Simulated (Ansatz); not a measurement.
## Electronic structure of AlCl3···H2 in real space

The calculation's input:

```
crystal:
  periodic: [false, false, false]
  atoms:
    - { symbol: Al, position_ang: [0.0, 0.0, 0.0] }
    - { symbol: H, position_ang: [0.0, 0.0, 1.91] }
    - { symbol: Cl, position_ang: [1.9312, 0.0, -1.115] }
    - { symbol: Cl, position_ang: [-1.9312, 0.0, -1.115] }
    - { symbol: Cl, position_ang: [0.1058, -2.3986, 0.7978] }
    - { symbol: H, position_ang: [0.0433, -0.9822, 1.9502] }
basis:
  gaussian: { orbitals: "6-31G*" }
hamiltonian:
  xc: hf
relax:
  f_tol: 0.15
  max_steps: 25
  restrain:
    - { distance: [0, 4], at: 2.23, k: 30.0 }
    - { distance: [5, 1], at: 0.66, k: 30.0 }
    - { distance: [0, 1], at: 2.76, k: 30.0 }
    - { distance: [5, 4], at: 2.57, k: 30.0 }
output:
  orbitals: {}
```

Launched as:

```sh
ansatz run input.yaml --threads 1 --pin off --max-ram 2048MiB --backend cpu --events-out ev --progress --plain --runs-dir out
```

The fields are those of the run's last geometry, not of the input's.

Not at a stationary point (largest force 1.5 eV/Å).

Method: Ansatz 0.2.0, RHF/6-31G*.

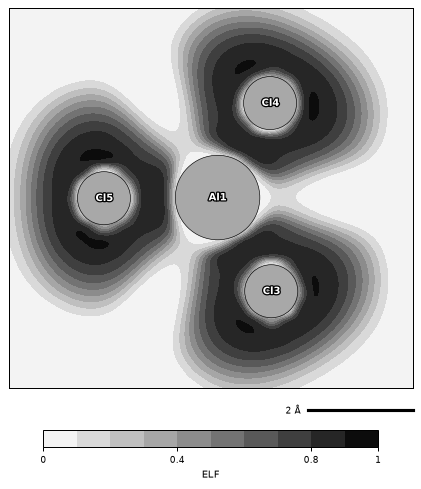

Figure 1. Electron localisation function on the plane of atoms Cl4, Al1 and Cl5. Grey discs cover the atomic cores.

Q: Describe what can be read from this map.

A: Atoms in the plane: Al and Cl. Al–Cl (2.07 Å): the ELF peaks at about 0.90 in the valence shell of Cl, 0.9 Å from its nucleus, and is about 0.85 at the midpoint. Al–Cl (2.18 Å): the ELF peaks at about 0.90 in the valence shell of Cl, 0.9 Å from its nucleus, and is about 0.85 at the midpoint. The ELF also peaks beside Cl3, Cl5 and Cl4, away from the bonds: lone-pair regions.

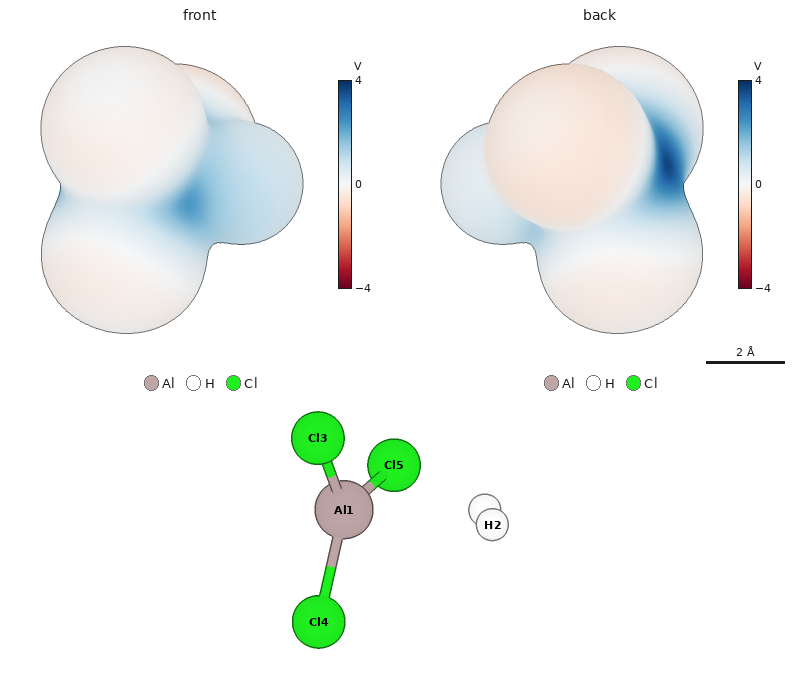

Figure 2. The electrostatic potential painted on the density surface at 0.001 e/bohr³, seen from the front and from behind; red is negative and blue positive. The bare structure is drawn below in the same view.

Q: Describe the electrostatic potential map.

A: The most negative region (about −0.5 V, or −12 kcal/mol for a unit charge) lies over Cl5, the most positive (about +3.4 V, or +78 kcal/mol for a unit charge) over Al1.

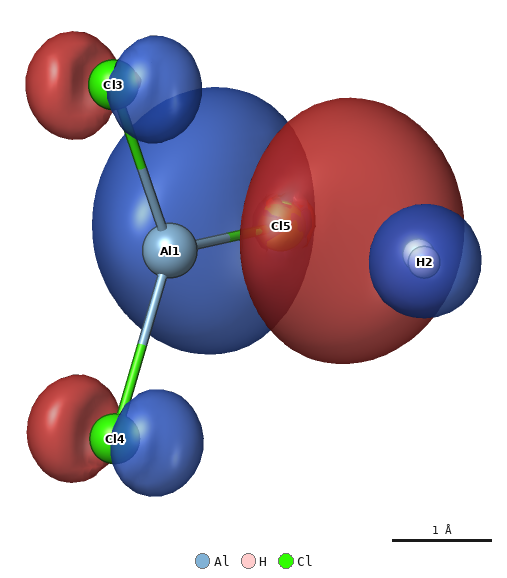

Figure 3. The HOMO−1 at ±0.08 Å⁻³ᐟ² (blue and red are the two phases), seen across its widest extent.

Q: Where does this orbital lie, and at what energy?

A: By Hirshfeld shares it lies mainly on Cl5 (about 85 %); largely a lone pair of Cl5. Its energy is −12.95 eV.

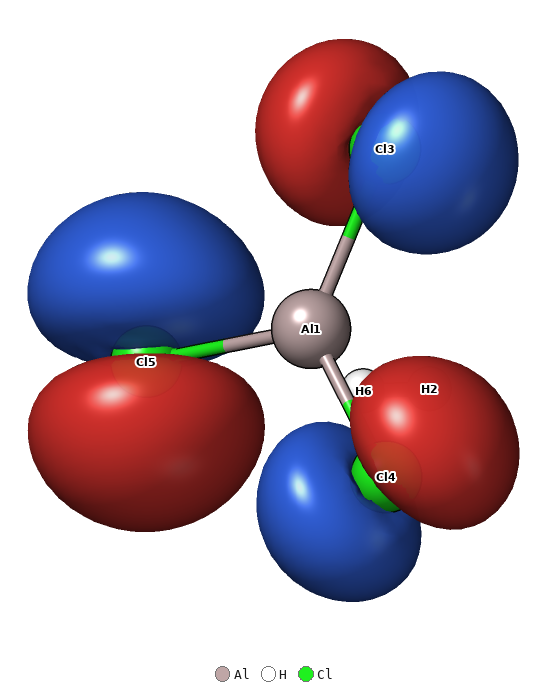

Figure 4. The HOMO at ±0.08 Å⁻³ᐟ² (blue and red are the two phases), seen at an oblique angle.

Q: Where does this orbital lie, and at what energy?

A: By Hirshfeld shares it lies mainly on Cl5 (about 60 %), Cl3 (about 20 %) and Cl4 (about 20 %). Its energy is −12.66 eV.
